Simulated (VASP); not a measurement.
Band structure of ScCd2 (space group Fd-3m). Computed with PBE GGA, VASP's PBE PAW potentials (set 64) (plane waves; VASP).

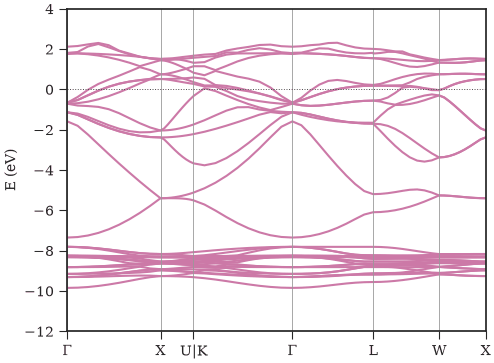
Bands along high-symmetry lines, zero at the valence-band maximum or, without a gap, the Fermi level

Task: Read the plot: is there a gap, and where are the band edges?

Result: It has no gap at this level: it comes out as a metal or semimetal.

The structure was generated: ScCd2 was put into an ordered model structure (Fd-3m), which need not be its known phase. The cell was not relaxed at this level. The k-mesh is coarse (spacing up to 0.32 per Å, 2π included), so the numbers may not be converged in it.
